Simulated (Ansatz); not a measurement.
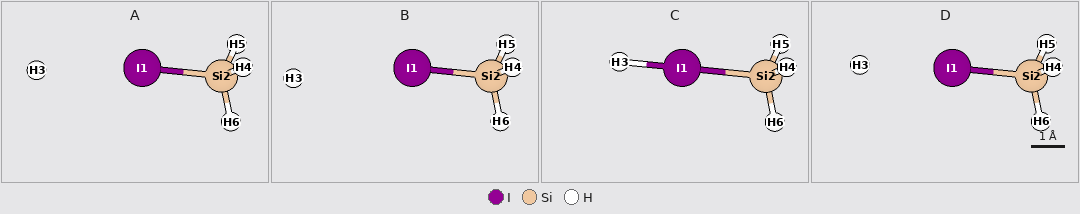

4 geometries from a converged minimum-energy path of SiH4I (multiplicity 2), made up of SiH$_{3}$I and H, shuffled. Style: ball-and-stick. Shown at a tilt.

Method: UKS PBE0-D4/def2-SVP in Ansatz 0.2.0. Settings: 5 movable images; climbing image.

Question: Which frame is the top of the path?

Answer: C. In order along the path, whose images run from 0 to 6: B (image 0, 0.000 eV), A (image 1, −0.001 eV), D (image 2, +0.019 eV), C (image 4, +0.160 eV). Breaking: I1–Si2 (2.44 → 2.59 at the top → 3.44 Å). Forming: I1–H3 (3.67 → 1.94 at the top → 1.63 Å).

Limits of the set-up: the start holds two separate molecules, 3.7 Å apart at their closest, whose relative position is a soft coordinate.

The run took 56 s on 4 threads of Arm Neoverse V2, with other jobs on the host.
